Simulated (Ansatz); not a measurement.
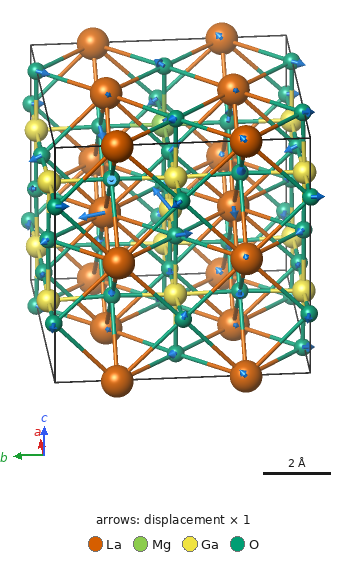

This is a relaxation of a defect cell of composition La8MgGa8O24. The starting structure is drawn; blue arrows show the displacements, at their true length.

The picture is a ball-and-stick view of the cell of the calculation (origin shifted), seen from a free direction.

All numbers below come from DFT, PBEsol, PAW, plane waves in Ansatz. (plane-wave cutoff 420 eV; k-point mesh 1 × 1 × 1; mesh shifted by (0.25, 0.25, 0.25); no spin polarisation; atoms relaxed in a fixed cell; force threshold 0.03 eV/Å; at most 80 steps)

Question: What happened in the run?

Answer: A Ga atom moves most: 0.86 Å roughly along [1 2 2]. Largest moves by element: Ga 0.86 Å, La 0.83 Å, O 0.54 Å, Mg 0.27 Å. The cell doesn't change. Near-neighbour distances that change, for instance: Ga–O 3.374 → 2.071 Å, La–O 2.761 → 3.933 Å, La–O 2.751 → 3.860 Å, Ga–O 1.950 → 2.953 Å. New bonds form: Ga–O (3.37 → 2.07 Å). Bonds break: Ga–O (1.95 → 2.95 Å), La–O (2.72 → 3.58 Å), La–O (2.75 → 3.86 Å), La–O (2.76 → 3.93 Å). Bond angles that change, for instance: La–O–Mg 90.4° → 132.0°, La–O–Ga 136.7° → 95.1°, La–O–Ga 136.6° → 99.3°. The energy falls by 15.032 eV per cell of the calculation in 16 accepted moves (17 points after the start). Largest force component: 28 eV/Å at the start, 0.009 eV/Å at the end. The line search rejected the trial step at point 5 of the run.

Limits of the set-up: the periodic images lie only 7.7 Å apart, so the values are limited by the cell's size.
